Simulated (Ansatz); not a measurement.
```sh
ansatz run in.yaml --threads 2 --pin off --events-out ev --progress --plain --max-ram 4352MiB
```

```yaml
crystal:
  periodic: [false, false, false]
  atoms:
    - {symbol: C, position_ang: [0.087155, 0.326069, -0.016147]}
    - {symbol: Mg, position_ang: [-1.472356, -0.420230, -1.332653]}
    - {symbol: Te, position_ang: [1.140782, -0.613316, 1.331512]}
    - {symbol: H, position_ang: [-2.654808, -1.095764, -2.297099]}
    - {symbol: H, position_ang: [0.373746, 1.380792, -0.069402]}
    - {symbol: H, position_ang: [2.079374, 0.661899, 1.860599]}
basis:
  gaussian: {orbitals: def2-TZVPP}
total_charge: 1
hamiltonian: {xc: {name: B3LYP}, dispersion: d4}
```

Work out the structure from the coordinates.

The species is CH₃MgTe⁺. This geometry has Cs symmetry. All atoms lie on one plane. Coordination: 1 C trigonal planar; 1 Mg linear; 1 Te bent.

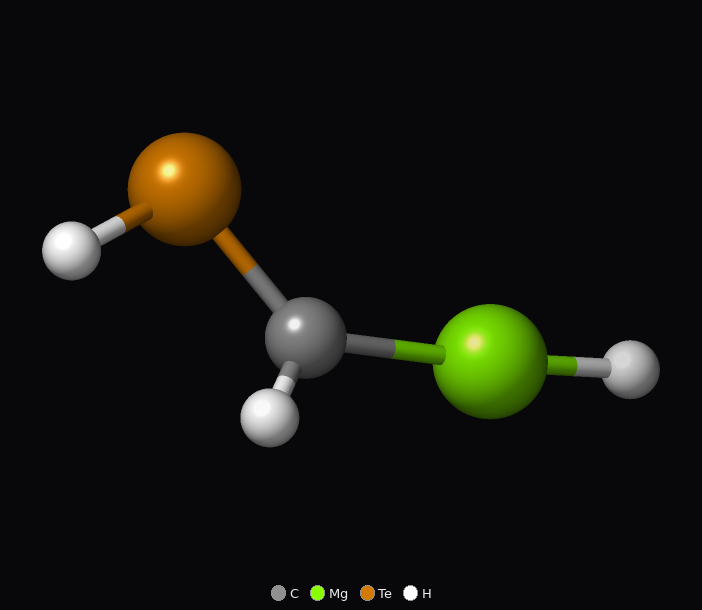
